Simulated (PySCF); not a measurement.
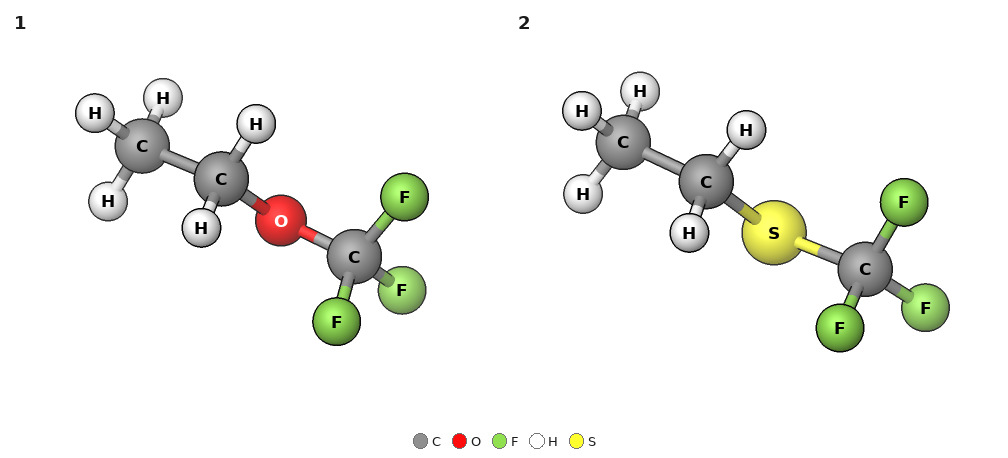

2 molecules with one skeleton, seen from the same side and at one scale. Each species is neutral and a spin singlet. Computed geometries: PBE0-D3(BJ)/def2-SVP optimisations, one conformation each. Properties computed with PySCF 2.14.0.

One atom differs, called X below: O in panel 1, S in panel 2. Their formulas are C3H5F3O (`CCOC(F)(F)F`), C3H5F3S (`CCSC(F)(F)F`).

Question: In which is the HOMO–LUMO gap larger (CAM-B3LYP/def2-SVPD)?

Answer: In panel 1 (X = O).

Question: In which is the HOMO energy (Kohn–Sham orbital) higher (CAM-B3LYP/def2-SVPD)?

Answer: In panel 2 (X = S).

Give the values. With PBE0-D3(BJ)/def2-SVP: angle C–X–C (°). With CAM-B3LYP/def2-SVPD: dipole moment (D), HOMO energy (Kohn–Sham orbital) (eV), HOMO–LUMO gap (eV), mean static polarisability (bohr³), lowest vertical singlet excitation (eV).

```
                               quantity   1 (O)  2 (S)  2 − 1
                        angle C–X–C (°)   116.8   98.3  −18.5
                      dipole moment (D)    2.74   2.68  −0.06
   HOMO energy (Kohn–Sham orbital) (eV)  −10.81  −8.88  +1.93
                     HOMO–LUMO gap (eV)   12.01   9.66  −2.35
     mean static polarisability (bohr³)    45.7   61.3  +15.6
lowest vertical singlet excitation (eV)    8.88   5.60  −3.28
```
